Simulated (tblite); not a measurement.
Geometry relaxation, with input and output: C$_{3}$H$_{12}$Ge$_{2}$S (part 2 of 2)

C$_{3}$H$_{12}$Ge$_{2}$S, SMILES C[CH2][Ge@H]([CH3])[S][GeH3]; GFN2-xTB geometry optimisation, gas phase (tblite 0.8.0). 

Geometry of the input (Å):
```
C  -1.3207  -1.5983  -0.1254
C  -0.5229  -0.8458  0.9155
Ge 0.0232  0.9061  0.2740
C  -1.5630  2.0409  0.0823
S  1.0176  0.7472  -1.6990
Ge 2.7628  -0.3215  -0.8535
H  -0.7214  -1.7462  -1.0450
H  -2.2392  -1.0179  -0.3764
H  -1.6243  -2.5907  0.2746
H  0.3866  -1.4358  1.1830
H  -1.1293  -0.7235  1.8433
H  0.9732  1.5606  1.2955
H  -1.2609  3.0503  -0.2232
H  -2.0788  2.0965  1.0655
H  -2.2486  1.6035  -0.6630
H  2.3412  -1.7433  -0.3966
H  3.8741  -0.4352  -1.9279
H  3.3214  0.4596  0.3646
```

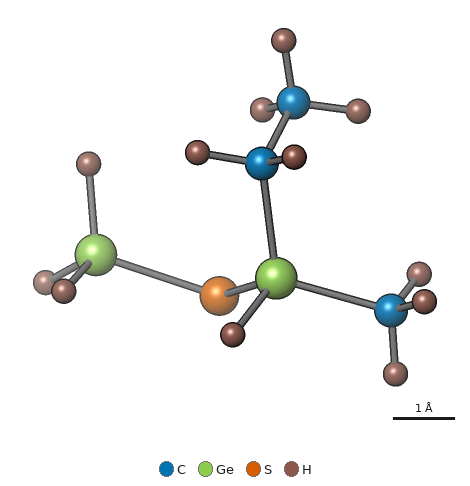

Fig. 1: The geometry at step 71 of the log (ball-and-stick view, seen at a tilt).

### Trajectory as extended XYZ, continued
```
18
Properties=species:S:1:pos:R:3:forces:R:3 step=41 energy=-535.44051
C    -1.3278   -1.6637   -0.0793    0.0020  -0.0110  -0.0010
C    -0.5517   -0.8972    0.9815   -0.0160  -0.0220  -0.0020
Ge   -0.0518    0.9450    0.3793    0.0350  -0.0090   0.0000
C    -1.5949    2.1323    0.0281    0.0220  -0.0090   0.0080
S     1.1052    0.8438   -1.5465   -0.0230  -0.0050   0.0160
Ge    2.8303   -0.3438   -0.8980   -0.0100   0.0080   0.0000
H    -0.7340   -1.7696   -0.9873    0.0020   0.0150   0.0070
H    -2.2478   -1.1392   -0.3348    0.0170  -0.0080   0.0040
H    -1.5892   -2.6602    0.2738    0.0010   0.0030   0.0040
H     0.3556   -1.4420    1.2517    0.0030   0.0040  -0.0160
H    -1.1501   -0.8035    1.8883   -0.0070   0.0200   0.0030
H     0.8570    1.5781    1.4394    0.0070  -0.0010  -0.0130
H    -1.2503    3.1107   -0.2954   -0.0190  -0.0020  -0.0110
H    -2.1836    2.2532    0.9330   -0.0180  -0.0010  -0.0180
H    -2.2274    1.7156   -0.7516    0.0070   0.0150   0.0120
H     2.4789   -1.7703   -0.5672   -0.0210   0.0060  -0.0060
H     3.7948   -0.3444   -2.0430    0.0010   0.0120   0.0070
H     3.4781    0.2616    0.3162    0.0150  -0.0160   0.0080
18
Properties=species:S:1:pos:R:3:forces:R:3 step=45 energy=-535.44120
C    -1.3266   -1.6667   -0.0767    0.0010   0.0050   0.0050
C    -0.5548   -0.8992    0.9853    0.0150   0.0190   0.0050
Ge   -0.0487    0.9426    0.3861   -0.0240   0.0130  -0.0050
C    -1.5900    2.1299    0.0258   -0.0080   0.0100   0.0000
S     1.1037    0.8544   -1.5385   -0.0010  -0.0060  -0.0250
Ge    2.8273   -0.3402   -0.9017    0.0050  -0.0040   0.0090
H    -0.7331   -1.7661   -0.9853    0.0120   0.0030   0.0030
H    -2.2477   -1.1450   -0.3304   -0.0110   0.0020  -0.0030
H    -1.5840   -2.6644    0.2744    0.0010  -0.0100   0.0030
H     0.3533   -1.4410    1.2571    0.0000  -0.0150   0.0030
H    -1.1548   -0.7986    1.8905   -0.0020  -0.0090  -0.0050
H     0.8590    1.5755    1.4453    0.0100   0.0020   0.0000
H    -1.2457    3.1072   -0.3009    0.0000   0.0060   0.0030
H    -2.1889    2.2550    0.9232    0.0000  -0.0010   0.0030
H    -2.2199    1.7155   -0.7569    0.0150  -0.0170  -0.0020
H     2.4690   -1.7672   -0.5811   -0.0170   0.0040  -0.0030
H     3.7943   -0.3387   -2.0448   -0.0060   0.0160   0.0040
H     3.4789    0.2533    0.3168    0.0100  -0.0170   0.0050
18
Properties=species:S:1:pos:R:3:forces:R:3 step=48 energy=-535.44159
C    -1.3257   -1.6678   -0.0745    0.0010   0.0070  -0.0020
C    -0.5551   -0.8983    0.9880   -0.0050  -0.0110  -0.0030
Ge   -0.0499    0.9440    0.3891    0.0250  -0.0060  -0.0040
C    -1.5888    2.1300    0.0249   -0.0180   0.0120  -0.0060
S     1.1020    0.8593   -1.5373    0.0190  -0.0190   0.0010
Ge    2.8266   -0.3386   -0.9019   -0.0270   0.0160  -0.0060
H    -0.7307   -1.7633   -0.9830   -0.0010  -0.0040   0.0110
H    -2.2489   -1.1487   -0.3286    0.0070  -0.0060   0.0040
H    -1.5805   -2.6676    0.2753    0.0120   0.0210  -0.0050
H     0.3522   -1.4421    1.2602   -0.0120   0.0050   0.0080
H    -1.1582   -0.7977    1.8914    0.0130  -0.0100  -0.0030
H     0.8632    1.5742    1.4470   -0.0060   0.0000  -0.0060
H    -1.2431    3.1058   -0.3034    0.0000   0.0200   0.0050
H    -2.1935    2.2564    0.9176   -0.0020   0.0040   0.0160
H    -2.2132    1.7127   -0.7602    0.0020  -0.0200  -0.0150
H     2.4598   -1.7645   -0.5901   -0.0110  -0.0080   0.0000
H     3.7928   -0.3323   -2.0448    0.0010   0.0100  -0.0030
H     3.4824    0.2447    0.3188    0.0040  -0.0100   0.0100
18
Properties=species:S:1:pos:R:3:forces:R:3 step=52 energy=-535.44193
C    -1.3244   -1.6677   -0.0732    0.0040   0.0030  -0.0030
C    -0.5554   -0.8984    0.9897    0.0020   0.0090   0.0010
Ge   -0.0478    0.9445    0.3904   -0.0070   0.0010  -0.0010
C    -1.5884    2.1310    0.0233    0.0060  -0.0060  -0.0010
S     1.1021    0.8614   -1.5376   -0.0030   0.0040   0.0010
Ge    2.8232   -0.3365   -0.9027    0.0070  -0.0110   0.0030
H    -0.7285   -1.7613   -0.9806    0.0020  -0.0030  -0.0090
H    -2.2491   -1.1518   -0.3264    0.0000   0.0050  -0.0020
H    -1.5761   -2.6681    0.2754    0.0050   0.0000   0.0030
H     0.3500   -1.4436    1.2645    0.0030   0.0070   0.0040
H    -1.1593   -0.7971    1.8920    0.0020  -0.0030   0.0060
H     0.8655    1.5732    1.4483   -0.0010   0.0030  -0.0030
H    -1.2426    3.1075   -0.3048   -0.0100  -0.0020   0.0050
H    -2.1962    2.2572    0.9147    0.0050  -0.0020  -0.0060
H    -2.2065    1.7078   -0.7643   -0.0010   0.0050   0.0020
H     2.4497   -1.7625   -0.5974   -0.0010  -0.0040  -0.0040
H     3.7915   -0.3255   -2.0444   -0.0030   0.0030   0.0000
H     3.4837    0.2363    0.3214   -0.0090  -0.0080   0.0040
18
Properties=species:S:1:pos:R:3:forces:R:3 step=56 energy=-535.44206
C    -1.3227   -1.6671   -0.0730    0.0020  -0.0030   0.0050
C    -0.5557   -0.8969    0.9910    0.0050  -0.0030   0.0020
Ge   -0.0484    0.9450    0.3914    0.0010   0.0060   0.0010
C    -1.5877    2.1306    0.0220   -0.0080   0.0060   0.0000
S     1.1023    0.8632   -1.5354    0.0050  -0.0010   0.0010
Ge    2.8230   -0.3381   -0.9029   -0.0100   0.0010  -0.0020
H    -0.7273   -1.7614   -0.9812    0.0000   0.0070   0.0060
H    -2.2487   -1.1529   -0.3259    0.0070   0.0000  -0.0020
H    -1.5719   -2.6677    0.2767   -0.0020  -0.0030   0.0000
H     0.3498   -1.4410    1.2673    0.0100   0.0020  -0.0040
H    -1.1593   -0.7984    1.8941   -0.0040   0.0050  -0.0070
H     0.8649    1.5736    1.4487    0.0010   0.0060   0.0020
H    -1.2442    3.1082   -0.3043    0.0040   0.0030  -0.0050
H    -2.1973    2.2577    0.9116   -0.0040  -0.0120   0.0070
H    -2.2041    1.7074   -0.7668   -0.0040   0.0020  -0.0010
H     2.4456   -1.7638   -0.6032    0.0020  -0.0090  -0.0050
H     3.7896   -0.3209   -2.0455    0.0020  -0.0030   0.0000
H     3.4831    0.2289    0.3239   -0.0080  -0.0060   0.0050
18
Properties=species:S:1:pos:R:3:forces:R:3 step=60 energy=-535.44240
C    -1.3166   -1.6662   -0.0709    0.0030   0.0030  -0.0050
C    -0.5522   -0.8934    0.9943   -0.0130  -0.0150  -0.0210
Ge   -0.0487    0.9493    0.3928    0.0220  -0.0030  -0.0030
C    -1.5887    2.1316    0.0195   -0.0060  -0.0030   0.0010
S     1.1047    0.8674   -1.5325   -0.0170   0.0100  -0.0040
Ge    2.8177   -0.3433   -0.9038    0.0060  -0.0140   0.0000
H    -0.7232   -1.7574   -0.9810    0.0170  -0.0020   0.0210
H    -2.2431   -1.1534   -0.3261    0.0040  -0.0080   0.0180
H    -1.5633   -2.6680    0.2789    0.0000   0.0180  -0.0110
H     0.3551   -1.4342    1.2724   -0.0060   0.0050  -0.0060
H    -1.1603   -0.7974    1.8949    0.0130   0.0100  -0.0050
H     0.8662    1.5784    1.4483   -0.0050   0.0080   0.0040
H    -1.2495    3.1115   -0.3045    0.0040   0.0010   0.0080
H    -2.2006    2.2497    0.9084   -0.0150   0.0090   0.0080
H    -2.2004    1.7071   -0.7719   -0.0110  -0.0030  -0.0080
H     2.4355   -1.7716   -0.6186    0.0070  -0.0010  -0.0130
H     3.7866   -0.3125   -2.0452    0.0010  -0.0110   0.0160
H     3.4720    0.2086    0.3333   -0.0040  -0.0040  -0.0010
18
Properties=species:S:1:pos:R:3:forces:R:3 step=63 energy=-535.44285
C    -1.3090   -1.6640   -0.0699    0.0010   0.0050  -0.0040
C    -0.5482   -0.8899    0.9947    0.0200   0.0360   0.0090
Ge   -0.0454    0.9540    0.3925   -0.0250   0.0030  -0.0020
C    -1.5912    2.1311    0.0176    0.0010  -0.0140   0.0090
S     1.1045    0.8713   -1.5320    0.0050   0.0000  -0.0150
Ge    2.8108   -0.3516   -0.9044   -0.0100   0.0070   0.0030
H    -0.7153   -1.7530   -0.9787    0.0320  -0.0100  -0.0100
H    -2.2356   -1.1530   -0.3246   -0.0220   0.0060   0.0060
H    -1.5545   -2.6651    0.2793   -0.0030  -0.0150  -0.0010
H     0.3615   -1.4250    1.2759   -0.0120  -0.0130  -0.0070
H    -1.1580   -0.7928    1.8938    0.0120   0.0060   0.0030
H     0.8675    1.5864    1.4479   -0.0050   0.0070   0.0030
H    -1.2562    3.1146   -0.3019   -0.0100  -0.0180   0.0240
H    -2.2045    2.2387    0.9078   -0.0070   0.0240  -0.0210
H    -2.1996    1.7064   -0.7772    0.0040   0.0040   0.0110
H     2.4250   -1.7817   -0.6363    0.0040  -0.0070  -0.0160
H     3.7844   -0.3070   -2.0403    0.0140  -0.0170   0.0130
H     3.4550    0.1868    0.3442    0.0000  -0.0050  -0.0070
18
Properties=species:S:1:pos:R:3:forces:R:3 step=67 energy=-535.44431
C    -1.2823   -1.6555   -0.0659    0.0010   0.0000   0.0070
C    -0.5324   -0.8705    0.9990   -0.0020  -0.0210   0.0190
Ge   -0.0424    0.9726    0.3931   -0.0040   0.0080   0.0000
C    -1.6015    2.1272    0.0138   -0.0110   0.0130   0.0080
S     1.1073    0.8881   -1.5304    0.0100  -0.0110   0.0020
Ge    2.7850   -0.3771   -0.9066   -0.0130   0.0110  -0.0110
H    -0.6781   -1.7408   -0.9694   -0.0390   0.0070  -0.0110
H    -2.2160   -1.1541   -0.3166    0.0230  -0.0010  -0.0490
H    -1.5217   -2.6598    0.2809    0.0250   0.0060   0.0150
H     0.3787   -1.3988    1.2863    0.0140  -0.0200   0.0020
H    -1.1482   -0.7772    1.8935    0.0060   0.0160   0.0300
H     0.8695    1.6149    1.4458   -0.0260  -0.0010  -0.0120
H    -1.2799    3.1204   -0.2863    0.0030   0.0060   0.0040
H    -2.2282    2.2158    0.8960   -0.0200   0.0110   0.0020
H    -2.1929    1.7050   -0.7947    0.0060  -0.0050   0.0080
H     2.3907   -1.8168   -0.7090   -0.0100   0.0040  -0.0140
H     3.7805   -0.2908   -2.0197    0.0370  -0.0210   0.0100
H     3.4029    0.1034    0.3784    0.0010   0.0000  -0.0100
18
Properties=species:S:1:pos:R:3:forces:R:3 step=71 energy=-535.44637
C    -1.2506   -1.6461   -0.0585    0.0040   0.0000   0.0010
C    -0.5128   -0.8523    1.0101   -0.0100  -0.0050  -0.0280
Ge   -0.0429    0.9942    0.3949    0.0040  -0.0380   0.0030
C    -1.6163    2.1268    0.0119   -0.0040   0.0150  -0.0010
S     1.1148    0.9074   -1.5262   -0.0460   0.0230   0.0020
Ge    2.7543   -0.4062   -0.9146    0.0610  -0.0400  -0.0100
H    -0.6455   -1.7254   -0.9624    0.0030   0.0070   0.0130
H    -2.1869   -1.1558   -0.3216    0.0070  -0.0090   0.0060
H    -1.4755   -2.6539    0.2876   -0.0060   0.0140   0.0120
H     0.4013   -1.3762    1.3001   -0.0150   0.0180   0.0080
H    -1.1326   -0.7531    1.9029    0.0230  -0.0320  -0.0120
H     0.8574    1.6495    1.4453    0.0000   0.0180   0.0080
H    -1.3066    3.1293   -0.2667    0.0080   0.0230  -0.0200
H    -2.2625    2.1953    0.8813   -0.0120  -0.0120   0.0240
H    -2.1837    1.7044   -0.8128   -0.0120   0.0030  -0.0110
H     2.3512   -1.8544   -0.8023   -0.0260   0.0300  -0.0050
H     3.7888   -0.2824   -1.9901    0.0210  -0.0120   0.0190
H     3.3394    0.0055    0.4094   -0.0020  -0.0020  -0.0100
18
Properties=species:S:1:pos:R:3:forces:R:3 step=75 energy=-535.44731
C    -1.2378   -1.6422   -0.0562   -0.0020  -0.0060  -0.0040
C    -0.5056   -0.8446    1.0115    0.0050  -0.0010   0.0080
Ge   -0.0429    1.0005    0.3959   -0.0100   0.0280   0.0040
C    -1.6229    2.1274    0.0115   -0.0010   0.0000  -0.0030
S     1.1125    0.9139   -1.5247    0.0270  -0.0200   0.0100
Ge    2.7466   -0.4201   -0.9183   -0.0200   0.0260  -0.0060
H    -0.6306   -1.7184   -0.9584    0.0130  -0.0070  -0.0020
H    -2.1754   -1.1575   -0.3231   -0.0080   0.0000   0.0120
H    -1.4581   -2.6498    0.2920   -0.0110  -0.0050   0.0060
H     0.4093   -1.3638    1.3053    0.0110   0.0030  -0.0030
H    -1.1236   -0.7473    1.9048   -0.0110  -0.0280   0.0010
H     0.8541    1.6655    1.4450   -0.0060   0.0030  -0.0010
H    -1.3163    3.1337   -0.2605   -0.0130  -0.0070  -0.0020
H    -2.2766    2.1845    0.8777    0.0200  -0.0030  -0.0130
H    -2.1812    1.7044   -0.8203   -0.0020   0.0200   0.0100
H     2.3289   -1.8651   -0.8402   -0.0200   0.0150  -0.0010
H     3.7961   -0.2799   -1.9749    0.0320  -0.0120  -0.0010
H     3.3149   -0.0348    0.4211   -0.0040  -0.0060  -0.0130
18
Properties=species:S:1:pos:R:3:forces:R:3 step=78 energy=-535.44831
C    -1.2209   -1.6403   -0.0517    0.0050   0.0040   0.0100
C    -0.4964   -0.8366    1.0173   -0.0060  -0.0090   0.0120
Ge   -0.0467    1.0130    0.4011    0.0150  -0.0100  -0.0040
C    -1.6304    2.1304    0.0080    0.0000  -0.0040  -0.0140
S     1.1192    0.9264   -1.5153   -0.0010   0.0180  -0.0160
Ge    2.7357   -0.4334   -0.9288    0.0060  -0.0060   0.0050
H    -0.6094   -1.7115   -0.9520   -0.0120  -0.0210   0.0100
H    -2.1620   -1.1620   -0.3198    0.0100  -0.0040   0.0060
H    -1.4362   -2.6483    0.2998    0.0020   0.0050  -0.0170
H     0.4212   -1.3491    1.3153    0.0190   0.0080  -0.0240
H    -1.1169   -0.7490    1.9094   -0.0220  -0.0010   0.0090
H     0.8431    1.6866    1.4493   -0.0020   0.0050   0.0080
H    -1.3307    3.1404   -0.2561   -0.0020   0.0080   0.0120
H    -2.2930    2.1742    0.8675    0.0130   0.0090   0.0020
H    -2.1770    1.7107   -0.8321   -0.0160  -0.0060  -0.0110
H     2.2972   -1.8743   -0.8962   -0.0070   0.0150  -0.0020
H     3.8132   -0.2801   -1.9579   -0.0090  -0.0060   0.0110
H     3.2814   -0.0911    0.4306    0.0070  -0.0050   0.0020
18
Properties=species:S:1:pos:R:3:forces:R:3 step=82 energy=-535.44875
C    -1.2113   -1.6390   -0.0476   -0.0040  -0.0090   0.0000
C    -0.4922   -0.8326    1.0226    0.0030   0.0030  -0.0080
Ge   -0.0464    1.0185    0.4033   -0.0080  -0.0010  -0.0090
C    -1.6337    2.1305    0.0033    0.0010   0.0030   0.0010
S     1.1231    0.9360   -1.5122    0.0060   0.0130   0.0000
Ge    2.7291   -0.4405   -0.9326   -0.0070   0.0080   0.0080
H    -0.5993   -1.7111   -0.9471   -0.0010  -0.0010  -0.0030
H    -2.1540   -1.1652   -0.3163    0.0020   0.0060  -0.0030
H    -1.4236   -2.6480    0.3012   -0.0020  -0.0130   0.0090
H     0.4304   -1.3386    1.3170   -0.0040   0.0030   0.0000
H    -1.1169   -0.7488    1.9128    0.0170  -0.0010  -0.0020
H     0.8371    1.6982    1.4546   -0.0060  -0.0010  -0.0030
H    -1.3375    3.1441   -0.2520    0.0030  -0.0020  -0.0030
H    -2.2989    2.1695    0.8611    0.0050  -0.0030   0.0000
H    -2.1764    1.7128   -0.8409    0.0000   0.0020   0.0050
H     2.2783   -1.8770   -0.9281   -0.0040   0.0020   0.0000
H     3.8181   -0.2787   -1.9475   -0.0060  -0.0050   0.0030
H     3.2653   -0.1240    0.4367    0.0050  -0.0040   0.0040
18
Properties=species:S:1:pos:R:3:forces:R:3 step=86 energy=-535.44901
C    -1.2108   -1.6411   -0.0472    0.0030   0.0050  -0.0050
C    -0.4903   -0.8322    1.0205    0.0030  -0.0130  -0.0070
Ge   -0.0476    1.0189    0.3990    0.0120   0.0080   0.0050
C    -1.6346    2.1311    0.0030   -0.0030  -0.0010   0.0020
S     1.1256    0.9419   -1.5147    0.0090   0.0040   0.0090
Ge    2.7265   -0.4390   -0.9302    0.0000  -0.0070   0.0000
H    -0.5991   -1.7141   -0.9470    0.0000  -0.0100   0.0020
H    -2.1511   -1.1627   -0.3175   -0.0050  -0.0180   0.0040
H    -1.4244   -2.6501    0.3032   -0.0040   0.0210  -0.0010
H     0.4335   -1.3359    1.3134    0.0130  -0.0060  -0.0030
H    -1.1115   -0.7508    1.9132    0.0050   0.0120  -0.0020
H     0.8351    1.7006    1.4509   -0.0110  -0.0090  -0.0080
H    -1.3397    3.1454   -0.2506    0.0030  -0.0030  -0.0070
H    -2.2962    2.1675    0.8634   -0.0050   0.0010   0.0060
H    -2.1801    1.7141   -0.8395   -0.0030   0.0060  -0.0010
H     2.2723   -1.8749   -0.9293   -0.0070   0.0070   0.0040
H     3.8194   -0.2844   -1.9422   -0.0070   0.0030   0.0000
H     3.2642   -0.1279    0.4399   -0.0020   0.0000   0.0030
18
Properties=species:S:1:pos:R:3:forces:R:3 step=90 energy=-535.44938
C    -1.2038   -1.6434   -0.0445    0.0040   0.0030   0.0050
C    -0.4836   -0.8306    1.0196    0.0180   0.0220   0.0070
Ge   -0.0487    1.0232    0.3976   -0.0180  -0.0150  -0.0080
C    -1.6371    2.1321   -0.0007   -0.0040   0.0000   0.0010
S     1.1364    0.9609   -1.5082    0.0070   0.0040   0.0040
Ge    2.7189   -0.4428   -0.9302    0.0090  -0.0040   0.0060
H    -0.5922   -1.7195   -0.9436    0.0000  -0.0040  -0.0110
H    -2.1456   -1.1688   -0.3146   -0.0070  -0.0030  -0.0060
H    -1.4162   -2.6507    0.3092   -0.0020  -0.0080   0.0100
H     0.4439   -1.3284    1.3127    0.0000  -0.0110  -0.0130
H    -1.1017   -0.7475    1.9146    0.0010   0.0020  -0.0100
H     0.8197    1.7067    1.4553    0.0180   0.0080   0.0170
H    -1.3413    3.1470   -0.2516   -0.0030  -0.0030   0.0030
H    -2.2991    2.1647    0.8599   -0.0040   0.0100  -0.0090
H    -2.1816    1.7193   -0.8460   -0.0030  -0.0020   0.0050
H     2.2512   -1.8731   -0.9553   -0.0120  -0.0050   0.0110
H     3.8186   -0.2860   -1.9329    0.0070   0.0070  -0.0110
H     3.2534   -0.1568    0.4471   -0.0090  -0.0010  -0.0020
18
Properties=species:S:1:pos:R:3:forces:R:3 step=93 energy=-535.44961
C    -1.2017   -1.6445   -0.0437   -0.0050  -0.0090  -0.0030
C    -0.4789   -0.8296    1.0180   -0.0110  -0.0120  -0.0150
Ge   -0.0504    1.0235    0.3950    0.0170   0.0170   0.0080
C    -1.6388    2.1328   -0.0013    0.0000  -0.0030  -0.0040
S     1.1428    0.9701   -1.5055    0.0060  -0.0030   0.0020
Ge    2.7175   -0.4434   -0.9279    0.0010   0.0030  -0.0130
H    -0.5915   -1.7244   -0.9441   -0.0080   0.0000   0.0050
H    -2.1448   -1.1720   -0.3147    0.0110   0.0080   0.0010
H    -1.4158   -2.6506    0.3132    0.0100  -0.0020   0.0090
H     0.4489   -1.3287    1.3087   -0.0040   0.0010  -0.0110
H    -1.0959   -0.7464    1.9135    0.0040  -0.0010  -0.0030
H     0.8178    1.7080    1.4543    0.0040   0.0010   0.0100
H    -1.3425    3.1474   -0.2525    0.0000   0.0020   0.0050
H    -2.3001    2.1655    0.8595   -0.0080   0.0100  -0.0010
H    -2.1840    1.7210   -0.8462   -0.0090  -0.0080  -0.0030
H     2.2400   -1.8702   -0.9585   -0.0070  -0.0070   0.0090
H     3.8182   -0.2871   -1.9303    0.0030   0.0020  -0.0020
H     3.2505   -0.1652    0.4508   -0.0040   0.0010   0.0050
18
Properties=species:S:1:pos:R:3:forces:R:3 step=97 energy=-535.44989
C    -1.2046   -1.6484   -0.0447   -0.0020   0.0020  -0.0010
C    -0.4766   -0.8321    1.0115    0.0020   0.0050   0.0000
Ge   -0.0497    1.0237    0.3919    0.0020   0.0050   0.0080
C    -1.6399    2.1332   -0.0018    0.0010   0.0020   0.0040
S     1.1502    0.9775   -1.5047   -0.0020   0.0020  -0.0020
Ge    2.7200   -0.4406   -0.9263   -0.0030  -0.0060   0.0020
H    -0.5971   -1.7340   -0.9459   -0.0010  -0.0060  -0.0030
H    -2.1457   -1.1725   -0.3156   -0.0050   0.0020   0.0000
H    -1.4205   -2.6517    0.3192    0.0030  -0.0020  -0.0030
H     0.4521   -1.3319    1.2973    0.0030   0.0050  -0.0040
H    -1.0887   -0.7478    1.9102    0.0010  -0.0040   0.0010
H     0.8145    1.7063    1.4569   -0.0010  -0.0020   0.0030
H    -1.3405    3.1468   -0.2538   -0.0040   0.0000  -0.0090
H    -2.2969    2.1714    0.8622   -0.0030  -0.0010   0.0010
H    -2.1923    1.7223   -0.8428    0.0090  -0.0030   0.0030
H     2.2331   -1.8653   -0.9454    0.0030   0.0030   0.0010
H     3.8196   -0.2927   -1.9317   -0.0030  -0.0030   0.0030
H     3.2542   -0.1581    0.4516    0.0000   0.0010  -0.0020
```

### Key numbers

- outcome: converged
- total energy: −535.4499 eV
- hardware: 1 CPU thread, shared host
- wall time: 1.3 s
- peak memory: 0.18 GiB
